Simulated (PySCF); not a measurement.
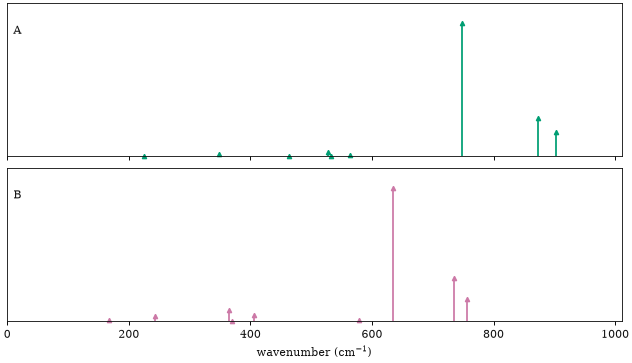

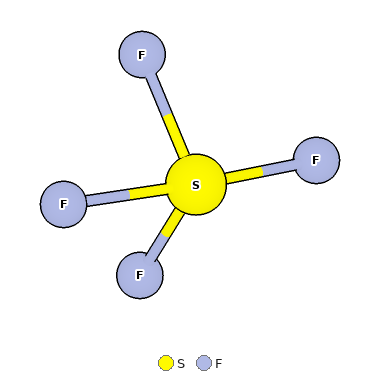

Harmonic infrared lines of SF₄ and SeF₄, all C2v singlets, each the lowest point that its search found (SF₄ is drawn); the central atom changes down one group of the periodic table. PBE0/def2-TZVP, PySCF, unscaled, no spin-orbit coupling; each panel is scaled to its strongest line, degenerate modes are one line with their intensities summed, and dots on the axis are modes too weak to show or inactive.

Question: Which panel belongs to which molecule?

Answer: A: SF₄ (strongest line 748.8 cm⁻¹); B: SeF₄ (strongest line 635.4 cm⁻¹).

Question: How do the bond length and the stretches change along the series?

Answer: Mean bond length: SF₄ 1.601, SeF₄ 1.733 Å, rising down the group. Highest a1 mode: SF₄ 903, SeF₄ 756 cm⁻¹, falling down the group.

Limits of at least one run: no scalar relativity.
